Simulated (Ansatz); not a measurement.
The structure below was relaxed with plane-wave PAW DFT at the PBEsol level (Ansatz, an electronic-structure program, 420 eV), scalar-relativistic without spin-orbit coupling.

```
Ir
1.0
    2.71921     0.00000     0.00000
   -1.35960     2.35490     0.00000
    0.00000     0.00000     4.40801
Ir
2
Direct
  0.33333   0.66667   0.75000
  0.66667   0.33333   0.25000
```

Q: Find the space group and the Wyckoff positions.

A: Space group P6₃/mmc (No. 194); a = b = 2.7192 Å, c = 4.4080 Å, α = β = 90.00°, γ = 120.00°

```csv
atom,site,symmetry,x,y,z
Ir,2d,-6m2,0.6667,0.3333,0.2500
```

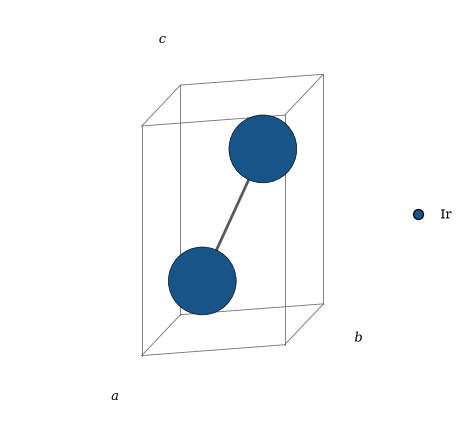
Figure. The conventional cell

Stability against distortions was not tested. All final runs are without spin polarisation. The cell was made from Ru by this change: Ru → Ir; the result is a model cell, its experimental status unchecked. This is not the structure that Ir has at room temperature and ambient pressure.
